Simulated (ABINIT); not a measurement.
# PbSe (Clausthalite): G0W0 in ABINIT against the bands in the self-energy, part 2 of 2

Aim: move the bands in the self-energy of a G0W0 run on PbSe (Clausthalite) over a wide range.

ABINIT 10.8.3; PBE and many-body steps on it, plane waves. Known limits of the many-body steps: not at the basis limit; model gap, bands may invert with spin-orbit coupling; exchange with frozen shells missing; screening runs away on this mesh; no spin-orbit coupling; coarse k mesh.

So far. Step 2 (Screening, 4×4×4 mesh, 529 bands, screening to 326.5 eV): Local fields lower ε∞ by 9 %. The value itself is an artefact of the mesh, where one narrow direct gap carries too much weight.

## 6. 145 bands

Level of this step: G0W0 on PBE, plane waves, norm-conserving pseudopotentials (ABINIT).

The self-energy is evaluated for the states that the input lists, and the levels follow from it, in one-shot runs by the linearised quasiparticle equation.

run.abi

```
acell 3*1.0 Angstrom
rprim 
  -0.000000000000 3.060650000000 3.060650000000
  3.060650000000 0.000000000000 3.060650000000
  3.060650000000 3.060650000000 -0.000000000000
ntypat 2
znucl 82 34
natom 2
typat 1 2
xred 
  0.000000000000 0.000000000000 0.000000000000
  0.500000000000 0.500000000000 0.500000000000
pp_dirpath "pseudos"
pseudos "Pb.upf, Se.upf"
ecut 39
ngkpt 4 4 4
nshiftk 1
shiftk 0 0 0
kptopt 1
chksymbreak 0
istwfk *1
occopt 1
irdwfk 1
optdriver 4
nband 145
gwcalctyp 0
ecutsigx 39
symsigma 1
nkptgw 2
kptgw 
  0.5000000000 0.0000000000 0.0000000000
  0.0000000000 0.0000000000 0.0000000000
bdgw 
  13 18
  13 18
ecuteps 12
irdscr 1
ppmodel 1
indata_prefix "in"
outdata_prefix "out"
tmpdata_prefix "tmp"
```

Command:

```console
> OMP_NUM_THREADS=1 mpirun -n 8 abinit run.abi > log
```

What it wrote:

```text
.Version 10.8.3 of ABINIT. v10.8.2 released Aug 2026.

 Symmetries : space group Fm -3 m (#225); Bravais cF (face-center cubic)
[... echo of the input left out ...]
== DATASET  1 ==================================================================
-   mpi_nproc: 8, omp_nthreads: 1 (-1 if OMP is not activated)

--- !DatasetInfo
iteration_state: {dtset: 1, }
dimensions: {natom: 2, nkpt: 8, mband: 145, nsppol: 1, nspinor: 1, nspden: 1, mpw: 4573, }
cutoff_energies: {ecut:  39.0, pawecutdg:  -1.0, }
[...]
Band     E0 <VxcDFT>   SigX SigC(E0)      Z dSigC/dE  Sig(E)    E-E0       E
[...]
17   8.998 -11.271  -7.663  -4.252   0.785  -0.274 -11.777  -0.506   8.493
       18   8.998 -11.271  -7.663  -4.252   0.785  -0.274 -11.777  -0.506   8.493

== END DATASET(S) ==============================================================
================================================================================

 -outvars: echo values of variables after computation  --------
           etotal      0.0000000000E+00
            nband         145
             nkpt           8
          spgroup         225
 [... the other variables as echoed above ...]

 Calculation completed.
```

Elapsed: 78 s, on 8 MPI ranks of Intel Xeon Platinum 8259CL at 2.50GHz (Skylake/Cascade Lake), shared host; peak memory 4.2 GiB; 10 min of CPU time.

Numbers from this step:

* G0W0 gap on the points computed: 0.7240 eV
* starting gap on the mesh: 0.2973 eV
* k of the valence top: 0.5, 0, 0
* k of the conduction bottom: 0.5, 0, 0
* least direct G0W0 gap on the computed points: 0.7240 eV

The gap on the mesh goes from 0.30 eV to 0.72 eV, a correction of +0.43 eV.

## 7. 316 bands

Edit run.abi of step 6 so:

```diff
@@ -24,3 +24,3 @@
 optdriver 4
-nband 145
+nband 316
 gwcalctyp 0
```

What it wrote:

```text
.Version 10.8.3 of ABINIT. v10.8.2 released Aug 2026.

 Symmetries : space group Fm -3 m (#225); Bravais cF (face-center cubic)
[... echo of the input left out ...]
== DATASET  1 ==================================================================
-   mpi_nproc: 8, omp_nthreads: 1 (-1 if OMP is not activated)

--- !DatasetInfo
iteration_state: {dtset: 1, }
dimensions: {natom: 2, nkpt: 8, mband: 316, nsppol: 1, nspinor: 1, nspden: 1, mpw: 4573, }
cutoff_energies: {ecut:  39.0, pawecutdg:  -1.0, }
[...]
Band     E0 <VxcDFT>   SigX SigC(E0)      Z dSigC/dE  Sig(E)    E-E0       E
[...]
17   8.998 -11.271  -7.663  -4.382   0.784  -0.275 -11.878  -0.607   8.391
       18   8.998 -11.271  -7.663  -4.382   0.784  -0.275 -11.878  -0.607   8.391

== END DATASET(S) ==============================================================
================================================================================

 -outvars: echo values of variables after computation  --------
           etotal      0.0000000000E+00
            nband         316
             nkpt           8
          spgroup         225
 [... the other variables as echoed above ...]

 Calculation completed.
```

Elapsed: 2.6 min, on 8 MPI ranks; peak memory 5.2 GiB; 21 min of CPU time.

This step gave:

```
G0W0 gap on the points computed              : 0.7880 eV
starting gap on the mesh                     : 0.2973 eV
k of the valence top                         : 0.5, 0, 0
k of the conduction bottom                   : 0.5, 0, 0
least direct G0W0 gap on the computed points : 0.7880 eV
```

Against the run before, the gap moves by +0.064 eV.

## 8. 529 bands

Edit run.abi of step 7 so:

```diff
@@ -24,3 +24,3 @@
 optdriver 4
-nband 316
+nband 529
 gwcalctyp 0
```

What it wrote:

```text
.Version 10.8.3 of ABINIT. v10.8.2 released Aug 2026.

 Symmetries : space group Fm -3 m (#225); Bravais cF (face-center cubic)
[... echo of the input left out ...]
== DATASET  1 ==================================================================
-   mpi_nproc: 8, omp_nthreads: 1 (-1 if OMP is not activated)

--- !DatasetInfo
iteration_state: {dtset: 1, }
dimensions: {natom: 2, nkpt: 8, mband: 529, nsppol: 1, nspinor: 1, nspden: 1, mpw: 4573, }
cutoff_energies: {ecut:  39.0, pawecutdg:  -1.0, }
[...]
Band     E0 <VxcDFT>   SigX SigC(E0)      Z dSigC/dE  Sig(E)    E-E0       E
[...]
17   8.998 -11.271  -7.663  -4.416   0.784  -0.275 -11.904  -0.633   8.365
       18   8.998 -11.271  -7.663  -4.416   0.784  -0.275 -11.904  -0.633   8.365

== END DATASET(S) ==============================================================
================================================================================

 -outvars: echo values of variables after computation  --------
           etotal      0.0000000000E+00
            nband         529
             nkpt           8
          spgroup         225
 [... the other variables as echoed above ...]

 Calculation completed.
```

It took 4.4 min on 8 MPI ranks; peak memory 6.5 GiB.

This step gave:

```yaml
g0w0_gap_on_the_points_computed: 0.806 eV
starting_gap_on_the_mesh: 0.2973 eV
k_of_the_valence_top: 0.5, 0, 0
k_of_the_conduction_bottom: 0.5, 0, 0
least_direct_g0w0_gap_on_the_computed_points: 0.806 eV
```

Against the run before, the gap moves by +0.018 eV.

## 9. Side by side

Times are wall times on 8 MPI ranks of Intel Xeon Platinum 8259CL at 2.50GHz (Skylake/Cascade Lake), shared host, good to a factor of about two. A run's time includes the screening step that it read.

```csv
run,mesh,bands,screening cutoff (eV),DFT gap (eV),gap on the mesh (eV),direct (eV),ε∞ used,time
23 bands,4×4×4,23,326.5,0.297,0.321,0.321,106.55,12 min
31 bands,4×4×4,31,326.5,0.297,0.359,0.359,106.55,12 min
61 bands,4×4×4,61,326.5,0.297,0.568,0.568,106.55,12 min
145 bands,4×4×4,145,326.5,0.297,0.724,0.724,106.55,13 min
316 bands,4×4×4,316,326.5,0.297,0.788,0.788,106.55,14 min
529 bands,4×4×4,529,326.5,0.297,0.806,0.806,106.55,16 min
```

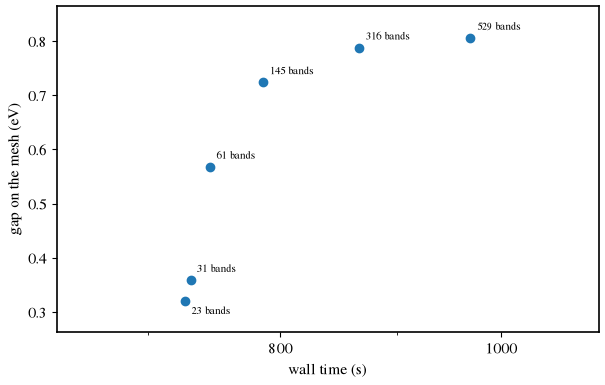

Result against wall time.

## 10. Summary of results

```yaml
23_bands: 0.321 eV
31_bands: 0.359 eV
61_bands: 0.568 eV
145_bands: 0.724 eV
316_bands: 0.788 eV
529_bands: 0.806 eV
known_limits: not at the basis limit; model gap, bands may invert with spin-orbit coupling; exchange with frozen shells missing; screening runs away on this mesh; no spin-orbit coupling; coarse k mesh
```

In words: The setting moved: bands in the self-energy. From 23 bands to 529 bands the gap moves by +0.49 eV. The last step still moves it by +0.018 eV. Bands and screening cutoff are coupled, so a series along one setting does not show full convergence. Bands and cutoff are finite, so the gap is not at the basis limit. The miss can reach some tenths of an eV and take either sign; the mesh is an error of its own. In the G0W0 runs levels were corrected at 2 k points alone, so a gap called «on the mesh» is the least over those, and an edge elsewhere would be missed. The 4×4×4 mesh is coarse for this cell, which bears on the long-range parts of exchange and screening. Where an edge is built on 6p states of lead, bismuth or thallium, scalar-relativistic gaps usually stand too wide, by a few tenths to over one eV. With atoms this heavy and so narrow a gap, spin-orbit coupling can invert the bands. These scalar-relativistic gaps are then model values, not to be set against experiment, and a spin-orbit change taken from DFT can't simply be added. The norm-conserving file of at least one element keeps a d shell over frozen s and p shells of the same row. Exchange with those shells is missing from the self-energy, an error of 0.3 to 0.9 eV in cases checked, whose sign depends on which edge lies on those atoms. For the PBE start: On this mesh the RPA ε∞ passes 90, more than nearly any semiconductor shows; a coarse mesh does this where one point with a narrow direct gap carries much weight. The screening is then too strong, and the G0W0 gap should not be taken as the material's.

[Paths, hosts, dates, memory and timing lines, banners, echoed tables and standing remarks are left out of the program output.]

[Logs are printed without paths, hosts, clocks, repeated set-up lines and the standing remarks that a program may print on its own settings, such as how far it seeks lower states.]

[Runs of the session that timed out or met a known fault of the program may be left out.]

[Hosts, paths, dates, database ids (printed as entryN), source tags and the programs' standing remarks are cut or masked in the printed files.]

[G0W0 gaps are taken among the corrected bands and points alone; a level outside them can change the order at an edge.]

[Where Ansatz stands beside ABINIT at settings called matched, ABINIT's density can come from a denser mesh and the files from another edition; pairs whose starting gaps differed by over 0.03 eV were left out, so agreement reads better than it is.]
